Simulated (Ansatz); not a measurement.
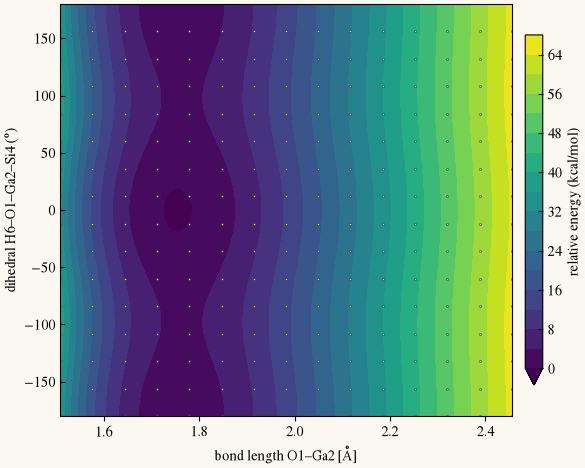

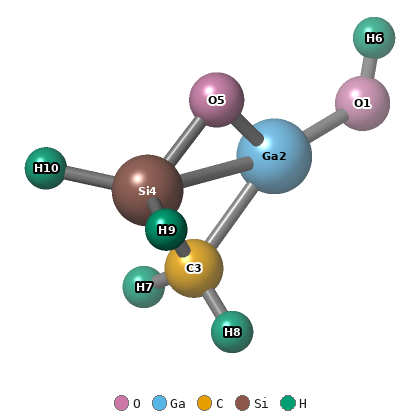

Energy landscape of CH5GaO2Si. Coordinates scanned: (1) bond length O1–Ga2; (2) dihedral H6–O1–Ga2–Si4. Nothing is relaxed (all other coordinates rigid). The scan uses a 15 × 15 grid; 222 points were computed and 3 follow by symmetry. Energies are in kcal/mol, from the lowest grid point. The calculation used RHF/def2-SVP (Ansatz).

The picture shows filled contours, dots at the grid points. Between grid points the surface is interpolated. The second picture is the structure at the lowest point.

### Summarise what can be read from the map.

The lowest grid point is at bond length O1–Ga2 = 1.779 Å, dihedral H6–O1–Ga2–Si4 = −12°. A higher local minimum lies near bond length O1–Ga2 = 1.779 Å, dihedral H6–O1–Ga2–Si4 = −180° (1.3 kcal/mol above the lowest at that grid point). The highest grid point, bond length O1–Ga2 = 2.455 Å, dihedral H6–O1–Ga2–Si4 = 108°, lies 65.5 kcal/mol above the lowest. On the interpolated surface the easiest way out of the lowest well to the well at about bond length O1–Ga2 = 1.76 Å, dihedral H6–O1–Ga2–Si4 = −180° passes a barrier of about 3.7 kcal/mol, counted from the interpolated bottom of the well. Round the minimum the two coordinates are nearly uncoupled.

The input of one point:

```yaml
crystal:
  periodic: [false, false, false]
  atoms:
    - { symbol: O, position_ang: [-2.769418, 0.064917, -0.915489] }
    - { symbol: Ga, position_ang: [-1.081465, -0.007308, -0.35832] }
    - { symbol: C, position_ang: [0.424768, -1.10821, 0.340603] }
    - { symbol: Si, position_ang: [1.357991, 0.566046, 0.314723] }
    - { symbol: O, position_ang: [0.059193, 1.419715, -0.269187] }
    - { symbol: H, position_ang: [-3.181817, 0.907456, -1.029287] }
    - { symbol: H, position_ang: [0.256815, -1.559743, 1.320303] }
    - { symbol: H, position_ang: [0.789887, -1.882613, -0.336809] }
    - { symbol: H, position_ang: [2.520703, 0.578399, -0.601343] }
    - { symbol: H, position_ang: [1.795164, 1.017742, 1.6549] }
basis:
  gaussian: { orbitals: def2-SVP }
hamiltonian:
  xc: hf
output:
  forces: true
```

Each point was launched as `ansatz run input.yaml --threads 1 --pin off --max-ram 2560MiB --backend cpu --events-out ev --progress --plain --runs-dir out`. Time for the 222 points that were run: 12 min on 1 thread of Arm Neoverse V2 (shared host).
